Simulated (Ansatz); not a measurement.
# SnNH4F (SMILES [NH2][SnH2][F]): PBE0/def2-SVP (core potential)

What is the electronic atomisation energy of SnNH4F at PBE0/def2-SVP (core potential)? 

The calculation is run with Ansatz 0.2.0.

59 further runs of the same task are left out: 1 that didn't finish, 58 set aside as unsound or not needed.

### 1 The molecule

SnNH4F has 7 atoms, charge 0, and is taken as a singlet. As SMILES, `[NH2][SnH2][F]`. The shape is that of a PBE0-D4/def2-TZVP optimisation. This is one conformer, not always the lowest.

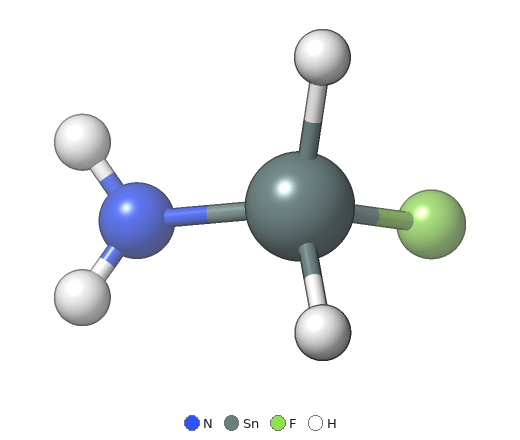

Viewed from a chosen angle; nitrogen blue, tin teal, fluorine green, hydrogen white.

### 2 The energy at PBE0/def2-SVP (core potential)

Contents of run.yaml:

```yaml
crystal:
  periodic: [false, false, false]
  atoms:
    - {symbol: "N", position_ang: [-0.824600, 0.088300, -0.943000]}
    - {symbol: Sn, position_ang: [0.497700, -0.065100, 0.542900]}
    - {symbol: F, position_ang: [0.233900, -1.827500, 1.272400]}
    - {symbol: H, position_ang: [-1.584200, 0.741400, -0.829600]}
    - {symbol: H, position_ang: [-0.469500, 0.125500, -1.885700]}
    - {symbol: H, position_ang: [0.113100, 0.971100, 1.833800]}
    - {symbol: H, position_ang: [2.094900, -0.101800, -0.036600]}
basis:
  gaussian:
    orbitals: def2-SVP
hamiltonian:
  xc: pbe0
accuracy: high
output:
  orbitals: {seedname: orbitals}
```

Started as:

```bash
$ ansatz run run.yaml --threads 1 --pin off --max-ram 3480MiB --events-out events.jsonl --progress --plain --runs-dir runs
```

What it wrote:

```text
Warning: RAYON_NUM_THREADS=1 ignored (pool sized by the plan → 1); use --threads N
Functional definition: PBE0
  name "PBE0"
  parameter a = 0.25
  parameter kappa = 0.804
  parameter beta = 0.06672455060314922
  exchange = (1 - a)*pbe_x(kappa = kappa, mu = beta*pi^2/3) + a*exact_x
  correlation = pbe_c(beta = beta)
1764 factors; integrals over basis functions are off by at most 2.9e-9 eV
mean field evaluation 1: about -10088.8250 eV, gradient 6.1e1 eV
mean field evaluation 2: about -10070.4953 eV, gradient 1.1e2 eV
mean field evaluation 4: about -10095.8871 eV, gradient 3.7e0 eV
mean field evaluation 8: about -10096.0229 eV, gradient 1.7e-1 eV
mean field evaluation 16: about -10096.0230 eV, gradient 5.1e-6 eV
mean field -10096.02299420 eV, -371.0220017067 hartree, gradient 1.3e-8 eV, S^2 0.000000; 0 other end points of the search recorded, 0 dependent functions left out
reference -10096.02299710 eV, -371.0220018131 hartree; 21, 21 occupied and 53, 53 virtual orbitals, 1764 factors
Total energy: -10096.02299710 eV, -371.0220018131 hartree
```

Run time: 5.1 s. Hardware: 1 thread of Intel Xeon Platinum 8488C (Sapphire Rapids), shared host; peak memory 0.25 GiB.

### 3 The F atom, same level

Contents of run.yaml:

```yaml
crystal:
  periodic: [false, false, false]
  atoms:
    - symbol: F
      position_ang: [0.000000, 0.000000, 0.000000]
basis:
  gaussian:
    orbitals: def2-SVP
magnetization:
  spin_polarized: true
  initial_magnetization: 1
hamiltonian:
  xc: pbe0
accuracy: high
```

Run the same way, it converges to -99.54906 Eh (log not shown).

### 4 The H atom at the same level

Contents of run.yaml:

```yaml
crystal:
  periodic: [false, false, false]
  atoms:
    - symbol: H
      position_ang: [0.000000, 0.000000, 0.000000]
basis:
  gaussian: {orbitals: def2-SVP}
magnetization: {spin_polarized: true, initial_magnetization: 1}
hamiltonian: {xc: {name: PBE0}}
accuracy: high
```

Started as:

```bash
$ ansatz run run.yaml --threads 1 --pin off --max-ram 3480MiB --events-out events.jsonl --progress --plain --runs-dir runs
```

What it wrote:

```text
Warning: RAYON_NUM_THREADS=1 ignored (pool sized by the plan → 1); use --threads N
Functional definition: PBE0
  name "PBE0"
  parameter a = 0.25
  parameter kappa = 0.804
  parameter beta = 0.06672455060314922
  exchange = (1 - a)*pbe_x(kappa = kappa, mu = beta*pi^2/3) + a*exact_x
  correlation = pbe_c(beta = beta)
15 factors; integrals over basis functions are off by at most 8.9e-10 eV
mean field evaluation 1: about -13.6123 eV, gradient 3.3e-1 eV
mean field evaluation 2: about -13.6122 eV, gradient 3.3e-1 eV
mean field evaluation 4: about -13.6136 eV, gradient 4.5e-6 eV
mean field evaluation 8: about -13.6136 eV, gradient 1.3e-10 eV
mean field -13.61360498 eV, -0.5002907553 hartree, gradient 2.2e-10 eV, S^2 0.750000; 0 other end points of the search recorded, 0 dependent functions left out
reference -13.61360633 eV, -0.5002908051 hartree; 1, 0 occupied and 4, 5 virtual orbitals, 15 factors
Total energy: -13.61360633 eV, -0.5002908051 hartree
```

It took 0.12 s on 1 thread of Intel Xeon Platinum 8488C (Sapphire Rapids), shared host.

### 5 The N atom, same level

Contents of run.yaml:

```yaml
crystal:
  periodic: [false, false, false]
  atoms:
    - {symbol: N, position_ang: [0.000000, 0.000000, 0.000000]}
basis:
  gaussian:
    orbitals: def2-SVP
magnetization:
  spin_polarized: true
  initial_magnetization: 3
hamiltonian:
  xc: pbe0
accuracy: high
```

Started as:

```bash
$ ansatz run run.yaml --threads 1 --pin off --max-ram 3480MiB --events-out events.jsonl --progress --plain --runs-dir runs
```

What it wrote:

```text
Warning: RAYON_NUM_THREADS=1 ignored (pool sized by the plan → 1); use --threads N
Functional definition: PBE0
  name "PBE0"
  parameter a = 0.25
  parameter kappa = 0.804
  parameter beta = 0.06672455060314922
  exchange = (1 - a)*pbe_x(kappa = kappa, mu = beta*pi^2/3) + a*exact_x
  correlation = pbe_c(beta = beta)
95 factors; integrals over basis functions are off by at most 1.2e-9 eV
mean field evaluation 1: about -1482.3688 eV, gradient 3.9e0 eV
mean field evaluation 2: about -1482.4295 eV, gradient 1.9e0 eV
mean field evaluation 4: about -1482.4485 eV, gradient 8.0e-2 eV
mean field evaluation 8: about -1482.4485 eV, gradient 3.0e-4 eV
mean field -1482.44854787 eV, -54.4789792945 hartree, gradient 1.9e-8 eV, S^2 3.752521; 0 other end points of the search recorded, 0 dependent functions left out
reference -1482.44854869 eV, -54.4789793245 hartree; 5, 2 occupied and 9, 12 virtual orbitals, 95 factors
Total energy: -1482.44854869 eV, -54.4789793245 hartree
```

It took 0.24 s on 1 thread of Intel Xeon Platinum 8488C (Sapphire Rapids), shared host.

### 6 The Sn atom at the same level

Contents of in.yaml:

```yaml
crystal:
  periodic: [false, false, false]
  atoms:
    - {symbol: Sn, position_ang: [0.000000, 0.000000, 0.000000]}
basis:
  gaussian:
    orbitals: def2-SVP
magnetization:
  spin_polarized: true
  initial_magnetization: 2
hamiltonian:
  xc: pbe0
accuracy: high
```

Run the same way, it converges to -214.25429 Eh (log not shown).

### 7 Summary of results

Level: PBE0/def2-SVP (core potential).

```
                     quantity          value
       molecule: total energy  -371.02200 Eh
        molecule: HOMO energy       -7.42 eV
        molecule: LUMO energy        0.24 eV
      molecule: HOMO–LUMO gap        7.66 eV
         F atom: total energy   -99.54906 Eh
                 F atom: ⟨S²⟩          0.751
         H atom: total energy    -0.50029 Eh
                 H atom: ⟨S²⟩          0.750
         N atom: total energy   -54.47898 Eh
                 N atom: ⟨S²⟩          3.753
        Sn atom: total energy  -214.25429 Eh
                Sn atom: ⟨S²⟩          2.003
electronic atomisation energy      20.096 eV
```

Taking the molecule apart into free atoms costs 20.10 eV (463 kcal/mol), before zero-point energy and without spin-orbit coupling.
